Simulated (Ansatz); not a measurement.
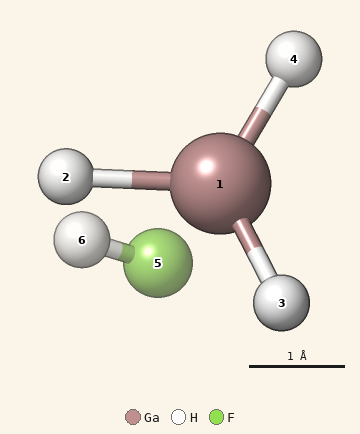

**Figure 1.** The starting structure (ball-and-stick view, seen at a tilt; atoms are numbered from 1 in the order of the input). Sticks mark near contacts. Bond lengths as drawn: F–H 0.96 Å and Ga–H 1.57 to 1.63 Å.

**Nudged elastic band of GaH4F**

- system: GaH4F
- method: RKS PBE-D4/def2-SVP (Ansatz 0.2.0)

One setting was made poor on purpose. It belongs to a series of runs on one base structure; here: band between the two ends. Figures and captions count atoms from 1; the log counts them from 0 in places.

### What the program printed
```
Engine: ansatz 0.2.0, aarch64-unknown-linux-gnu
Functional definition: PBE
  parameter kappa = 0.804
  parameter beta = 0.06672455060314922
  exchange = pbe_x(kappa = kappa, mu = beta*pi^2/3)
  correlation = pbe_c(beta = beta)
735 factors; their error is unknown
mean field evaluation 1: about -55137.4566 eV, gradient 3.9e1 eV
mean field evaluation 2: about -55134.4357 eV, gradient 6.3e1 eV
mean field evaluation 4: about -55139.5959 eV, gradient 3.0e0 eV
mean field evaluation 8: about -55139.6078 eV, gradient 7.4e-2 eV
mean field -55139.57584155 eV, -2026.3420372301 hartree, gradient 5.9e-5 eV, S^2 0.000000; 0 other end points of the search recorded, 0 dependent functions left out
the calculation of the forces begins
reference -55139.57587735 eV, -2026.3420385456 hartree; 22, 22 occupied and 44, 44 virtual orbitals, 735 factors
735 factors; their error is unknown
mean field evaluation 16: about -55136.8403 eV, gradient 4.7e1 eV
mean field -55140.14350272 eV, -2026.3628983932 hartree, gradient 4.5e-5 eV, S^2 0.000000; 0 other end points of the search recorded, 0 dependent functions left out
[... from here on the field's lines of each further geometry are left out, up to the last ...]
NEB iter   1: max|band force component| = 2.298e0 eV/Å  barrier→ = 0.7484 eV  barrier← = 1.3176 eV  Δτ_max = 0.2000 Å  (214 SCF iters)
NEB iter   2: max|band force component| = 1.651e0 eV/Å  barrier→ = 0.3710 eV  barrier← = 0.9401 eV  Δτ_max = 0.2000 Å  (219 SCF iters)
NEB iter   3: max|band force component| = 1.322e0 eV/Å  barrier→ = 0.2326 eV  barrier← = 0.8017 eV  Δτ_max = 0.1130 Å  (193 SCF iters)
NEB iter   4: max|band force component| = 5.365e-1 eV/Å  barrier→ = 0.1478 eV  barrier← = 0.7170 eV  Δτ_max = 0.0225 Å  (191 SCF iters)
NEB iter   5: max|band force component| = 3.353e-1 eV/Å  barrier→ = 0.1442 eV  barrier← = 0.7133 eV  CI = image 3  Δτ_max = 0.0788 Å  (186 SCF iters)
NEB iter   6: max|band force component| = 3.832e-1 eV/Å  barrier→ = 0.1701 eV  barrier← = 0.7393 eV  CI = image 3  Δτ_max = 0.0402 Å  (177 SCF iters)
NEB iter   7: max|band force component| = 1.890e-1 eV/Å  barrier→ = 0.1699 eV  barrier← = 0.7390 eV  CI = image 3  Δτ_max = 0.0266 Å  (173 SCF iters)
NEB iter   8: max|band force component| = 4.220e-2 eV/Å  barrier→ = 0.1698 eV  barrier← = 0.7390 eV  CI = image 3  Δτ_max = 0.0066 Å  (154 SCF iters)
the calculation of the forces begins
reference -55140.12703010 eV, -2026.3622930357 hartree; 22, 22 occupied and 44, 44 virtual orbitals, 735 factors
735 factors; their error is unknown
mean field evaluation 608: about -55139.4368 eV, gradient 1.3e-1 eV
mean field -55139.40355186 eV, -2026.3357057008 hartree, gradient 5.9e-5 eV, S^2 0.000000; 1 other end points of the search recorded, 0 dependent functions left out
the calculation of the forces begins
reference -55139.40358861 eV, -2026.3357070513 hartree; 22, 22 occupied and 44, 44 virtual orbitals, 735 factors
NEB iter   9: max|band force component| = 2.649e-2 eV/Å  barrier→ = 0.1698 eV  barrier← = 0.7390 eV  CI = image 3  Δτ_max = 0.0000 Å  (306 SCF iters)
```

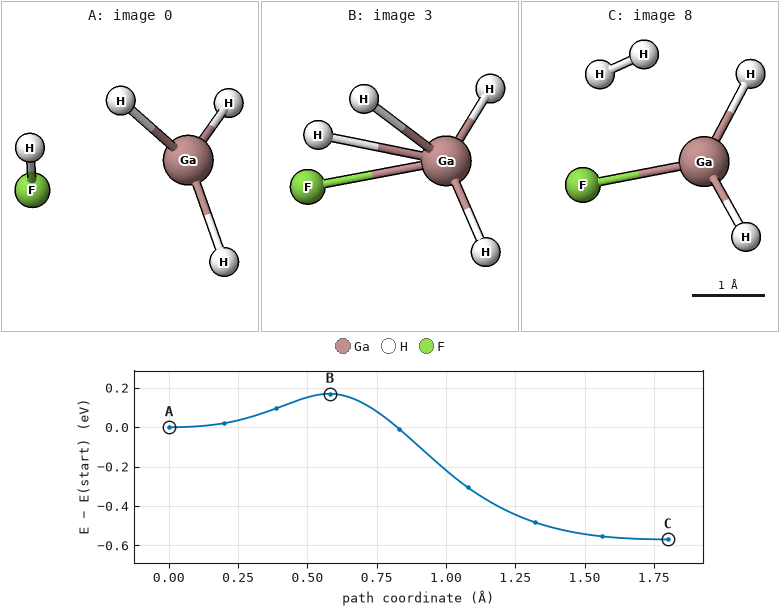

**Figure 2.** Images of the last band (counted from 0; ball-and-stick, seen at a tilt) above the energy along the path; the line is a cubic interpolation that uses the forces. The highest image is number 3, 0.170 eV above the start and 0.739 eV above the end (the climbing image); the end lies 0.569 eV below the start. The path is 1.80 Å long. The band converged in 9 iterations.

```
Total energy: -55139.47057187 eV, -2026.3381686408 hartree
Atom 0 at     0.009660    -0.149004    -0.074791 Å, force     0.001206     0.000432     0.001229 eV/Å
Atom 1 at     0.017915    -0.002113     1.703872 Å, force     0.000433    -0.000520    -0.000423 eV/Å
Atom 2 at     1.437496     0.160309    -0.633619 Å, force     0.000797     0.001721    -0.000994 eV/Å
Atom 3 at    -1.438411     0.094082    -0.613957 Å, force    -0.001090    -0.000207    -0.000842 eV/Å
Atom 4 at     0.059647    -1.973521     0.814559 Å, force    -0.001515    -0.002694     0.000654 eV/Å
Atom 5 at     0.042092    -1.041653     1.556236 Å, force     0.000169     0.001267     0.000375 eV/Å
Dipole moment:    -0.005697     0.219806    -0.032310 e Å
this run last wrote the band of iteration 9 to [file]
```

### The last band as extended XYZ (Å, eV, eV/Å)
```
6
Properties=species:S:1:pos:R:3:forces:R:3 image=0 energy=-55139.64035
Ga    0.0045    0.0623    0.0103    0.0015  -0.0048   0.0206
H     0.0109    0.2446    1.6252   -0.0009   0.0119  -0.0008
H     1.3943    0.1658   -0.7200    0.0012  -0.0044  -0.0007
H    -1.3983    0.0973   -0.7012   -0.0010  -0.0059  -0.0004
F     0.0645   -2.0483    0.8987   -0.0021   0.0053   0.0001
H     0.0526   -1.4336    1.6394    0.0013  -0.0022  -0.0189
6
Properties=species:S:1:pos:R:3:forces:R:3 image=1 energy=-55139.62030
Ga    0.0050    0.0149   -0.0091   -0.0050   0.0958   0.0485
H     0.0137    0.1480    1.6361   -0.0014   0.1034  -0.0351
H     1.4128    0.1638   -0.6876   -0.0192   0.0011  -0.0389
H    -1.4205    0.0823   -0.6630    0.0174   0.0053  -0.0432
F     0.0661   -2.0227    0.9027    0.0035  -0.0501   0.0306
H     0.0513   -1.2981    1.5732    0.0048  -0.1555   0.0382
6
Properties=species:S:1:pos:R:3:forces:R:3 image=2 energy=-55139.54465
Ga    0.0090   -0.0597   -0.0382   -0.0270   0.2561   0.1169
H     0.0135    0.0606    1.6628    0.0004   0.1725  -0.1200
H     1.4316    0.1630   -0.6526   -0.0072  -0.0148  -0.0567
H    -1.4328    0.0844   -0.6334    0.0206  -0.0113  -0.0574
F     0.0617   -1.9859    0.8743    0.0075  -0.0357   0.1675
H     0.0454   -1.1742    1.5394    0.0057  -0.3668  -0.0502
6
Properties=species:S:1:pos:R:3:forces:R:3 image=3 energy=-55139.47054
Ga    0.0097   -0.1490   -0.0748    0.0012   0.0004   0.0012
H     0.0179   -0.0021    1.7039    0.0004  -0.0005  -0.0004
H     1.4375    0.1603   -0.6336    0.0008   0.0017  -0.0010
H    -1.4384    0.0941   -0.6140   -0.0011  -0.0002  -0.0008
F     0.0596   -1.9735    0.8146   -0.0015  -0.0027   0.0007
H     0.0421   -1.0417    1.5562    0.0002   0.0013   0.0004
6
Properties=species:S:1:pos:R:3:forces:R:3 image=4 energy=-55139.64867
Ga    0.0126   -0.2611   -0.1258    0.0125  -0.5655  -0.2582
H     0.0191   -0.0306    1.7689    0.0049  -0.1097   0.3134
H     1.4379    0.1696   -0.6137   -0.0037   0.0369   0.0816
H    -1.4360    0.1081   -0.5952    0.0030   0.0350   0.0821
F     0.0568   -1.9983    0.6892   -0.0028  -0.1132  -0.5875
H     0.0380   -0.8997    1.6289   -0.0140   0.7166   0.3686
6
Properties=species:S:1:pos:R:3:forces:R:3 image=5 energy=-55139.94587
Ga    0.0143   -0.3572   -0.1932    0.0090  -0.4040  -0.2805
H     0.0182   -0.0073    1.8517   -0.0005   0.1214   0.3315
H     1.4343    0.1785   -0.5952   -0.0124   0.0103   0.0630
H    -1.4334    0.1135   -0.5771    0.0128   0.0091   0.0633
F     0.0585   -2.0402    0.5482   -0.0008  -0.1672  -0.5491
H     0.0364   -0.7993    1.7178   -0.0081   0.4305   0.3719
6
Properties=species:S:1:pos:R:3:forces:R:3 image=6 energy=-55140.12320
Ga    0.0155   -0.4185   -0.2603    0.0028  -0.1252  -0.1326
H     0.0167    0.0431    1.9439   -0.0013   0.1115   0.1759
H     1.4323    0.1775   -0.5837   -0.0036  -0.0143   0.0164
H    -1.4319    0.1095   -0.5657    0.0046  -0.0152   0.0164
F     0.0603   -2.0959    0.4006    0.0002  -0.1074  -0.2733
H     0.0354   -0.7275    1.8176   -0.0027   0.1506   0.1973
6
Properties=species:S:1:pos:R:3:forces:R:3 image=7 energy=-55140.19394
Ga    0.0162   -0.4569   -0.3157    0.0005  -0.0245  -0.0357
H     0.0152    0.1041    2.0329   -0.0002   0.0395   0.0561
H     1.4339    0.1630   -0.5851    0.0006  -0.0101  -0.0002
H    -1.4335    0.0932   -0.5656   -0.0003  -0.0107  -0.0008
F     0.0617   -2.1515    0.2557   -0.0001  -0.0348  -0.0904
H     0.0348   -0.6638    1.9302   -0.0006   0.0406   0.0709
6
Properties=species:S:1:pos:R:3:forces:R:3 image=8 energy=-55140.20950
Ga    0.0163   -0.4907   -0.3599   -0.0019  -0.0048   0.0013
H     0.0153    0.1734    2.0965    0.0001   0.0043   0.0012
H     1.4356    0.1420   -0.5860    0.0028  -0.0006   0.0002
H    -1.4359    0.0700   -0.5665   -0.0019   0.0002  -0.0001
F     0.0619   -2.2087    0.1132    0.0010   0.0028  -0.0039
H     0.0351   -0.5978    2.0549   -0.0001  -0.0019   0.0013
```

This output came from the following input.

### The input
```yaml
crystal:
  periodic: [false, false, false]
  atoms:
    - { symbol: Ga, position_ang: [0.004532, 0.062321, 0.010266] }
    - { symbol: H, position_ang: [0.010855, 0.244638, 1.625171] }
    - { symbol: H, position_ang: [1.394293, 0.165772, -0.719985] }
    - { symbol: H, position_ang: [-1.398327, 0.097266, -0.701236] }
    - { symbol: F, position_ang: [0.064485, -2.048323, 0.898684] }
    - { symbol: H, position_ang: [0.052562, -1.433574, 1.6394] }
basis:
  gaussian: { orbitals: def2-SVP }
hamiltonian:
  xc: pbe
  dispersion: d4
neb:
  order_check: false
  images: 7
  f_tol: 0.03
  max_iterations: 60
  spring: 0.1
  final_atoms:
    - { symbol: Ga, position_ang: [0.01633297, -0.49073606, -0.35987252] }
    - { symbol: H, position_ang: [0.015292, 0.1733718, 2.09650172] }
    - { symbol: H, position_ang: [1.43561695, 0.14199435, -0.58598771] }
    - { symbol: H, position_ang: [-1.43587715, 0.0699873, -0.56647564] }
    - { symbol: F, position_ang: [0.06189703, -2.20873435, 0.11319526] }
    - { symbol: H, position_ang: [0.0351382, -0.59778304, 2.05493889] }
  initial_path:
    images:
      - { positions_ang: [[0.004532, 0.062321, 0.010266], [0.010855, 0.244638, 1.625171], [1.394293, 0.165772, -0.719985], [-1.398327, 0.097266, -0.701236], [0.064485, -2.048323, 0.898684], [0.052562, -1.433574, 1.6394]] }
      - { positions_ang: [[0.00265457, 0.04889728, 0.01006285], [0.00856861, 0.17642461, 1.7011518], [1.38439273, 0.13156828, -0.73464332], [-1.38986527, 0.0775547, -0.71897229], [0.07071884, -2.01096395, 0.82484723], [0.05193052, -1.33538092, 1.66985373]] }
      - { positions_ang: [[0.00077714, 0.03547355, 0.0098597], [0.00628222, 0.10821123, 1.77713259], [1.37449245, 0.09736457, -0.74930165], [-1.38140353, 0.0578434, -0.73670858], [0.07695267, -1.9736049, 0.75101046], [0.05129904, -1.23718784, 1.70030747]] }
      - { positions_ang: [[-0.00110029, 0.02204983, 0.00965656], [0.00399583, 0.03999784, 1.85311339], [1.36459218, 0.06316085, -0.76395997], [-1.3729418, 0.0381321, -0.75444486], [0.08318651, -1.93624586, 0.67717369], [0.05066756, -1.13899475, 1.7307612]] }
      - { positions_ang: [[-0.00297771, 0.0086261, 0.00945341], [0.00170944, -0.02821555, 1.92909419], [1.35469191, 0.02895713, -0.77861829], [-1.36448006, 0.0184208, -0.77218115], [0.08942035, -1.89888681, 0.60333691], [0.05003608, -1.04080167, 1.76121494]] }
      - { positions_ang: [[0.00184996, -0.11621444, -0.08287807], [0.00510508, 0.02218129, 1.97094607], [1.37492317, 0.05721644, -0.73046065], [-1.38232933, 0.03131242, -0.72075477], [0.08253952, -1.9763487, 0.4808015], [0.04631161, -0.93004701, 1.83464592]] }
      - { positions_ang: [[0.00667763, -0.24105498, -0.17520955], [0.00850072, 0.07257813, 2.01279795], [1.39515443, 0.08547574, -0.682303], [-1.4001786, 0.04420405, -0.6693284], [0.07565869, -2.05381058, 0.35826609], [0.04258714, -0.81929235, 1.90807691]] }
      - { positions_ang: [[0.0115053, -0.36589552, -0.26754104], [0.01189636, 0.12297497, 2.05464983], [1.41538569, 0.11373505, -0.63414535], [-1.41802787, 0.05709567, -0.61790202], [0.06877786, -2.13127247, 0.23573067], [0.03886267, -0.7085377, 1.9815079]] }
      - { positions_ang: [[0.01633297, -0.49073606, -0.35987252], [0.015292, 0.1733718, 2.09650172], [1.43561695, 0.14199435, -0.58598771], [-1.43587715, 0.0699873, -0.56647564], [0.06189703, -2.20873435, 0.11319526], [0.0351382, -0.59778304, 2.05493889]] }
```

Run as:
```bash
ansatz run input.yaml --threads 1 --pin off --max-ram 2048MiB --backend cpu --events-out ev --progress --plain --runs-dir out
```

### Key numbers

| quantity | value |
| --- | --- |
| outcome | converged |
| barrier, forward | 0.170 eV |
| barrier, backward | 0.739 eV |
| hardware | 1 thread of Arm Neoverse V1, 24 GiB of memory available, shared host |
| wall time | 87 s |
| peak memory | 0.11 GiB |

A deliberately poor setting: spring. The order of the saddle point was not checked.
